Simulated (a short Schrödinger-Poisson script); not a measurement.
Stack: MOS inversion layer, SiO2 on p-type Si(100), at 300 K.

```tsv
layer	material	thickness (nm)	Na (cm⁻³)
1	SiO2	1.5	-
2	Si	390	1.2e18
```

Constants are typed, rounded textbook-type inputs, not results; the design itself was drawn at random and stands for no fabricated device. SiO2: permittivity 3.9, conduction-band edge (eV) 3.15, gap (eV) 9, electron mass (mₑ) 0.5. Si: permittivity 11.7, conduction-band edge (eV) 0, gap (eV) 1.124, Nv at 300 K (cm⁻³) 3.1e19.

Channel valleys (confinement mass, in-plane density-of-states mass, number): Δ2 0.916, 0.19, 2; Δ4 0.19, 0.417, 4. At the gate the conduction-band edge of layer 1 lies 3.57 eV − eVg above the Fermi level of the channel; the field vanishes at the back. Gaps are held at their typed values at every temperature. Mesh 0.03 nm at interfaces.

Solved with a short Schrödinger-Poisson script written for these runs: 1D Poisson equation in equilibrium, electrons quantum, Hartree (BenDaniel-Duke, 12 states a valley, the channel's in-plane mass for all, wave functions ending at the dielectric), parabolic valleys, classical holes, full ionisation, no traps, pinning or gate leakage.

Only gate voltages with over 1e8 electrons/cm² are shown.

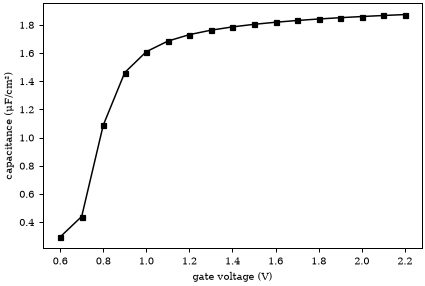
Figure. Quasi-static capacitance against gate voltage

```tsv
Vg (V)	electrons (cm⁻²)	C (μF/cm²)	Δ2 E0 (meV)	Δ2 E1 (meV)	Δ4 E0 (meV)	Δ4 E1 (meV)
0.6	1.84e9	0.294	204.7	291.7	285.0	426.2
0.7	4.16e10	0.440	123.6	213.6	206.6	352.9
0.8	3.93e11	1.09	64.2	157.3	150.4	300.5
0.9	1.16e12	1.46	33.9	130.5	123.8	276.3
1	2.10e12	1.61	15.6	115.8	109.4	263.7
1.1	3.11e12	1.69	2.3	105.9	99.8	255.7
1.2	4.17e12	1.73	-8.6	98.5	92.7	249.9
1.3	5.25e12	1.76	-18.0	92.4	86.9	245.3
1.4	6.36e12	1.79	-26.5	87.2	82.0	241.6
1.5	7.47e12	1.80	-34.4	82.6	77.6	238.4
1.6	8.60e12	1.82	-41.9	78.5	73.7	235.6
1.7	9.74e12	1.83	-48.9	74.7	70.1	233.1
1.8	1.09e13	1.84	-55.8	71.2	66.8	230.8
1.9	1.20e13	1.85	-62.4	67.9	63.6	228.8
2	1.32e13	1.86	-68.8	64.8	60.7	226.9
2.1	1.43e13	1.87	-75.1	61.9	57.8	225.2
2.2	1.55e13	1.87	-81.3	59.1	55.1	223.6
```

Subbands count from the Fermi level.
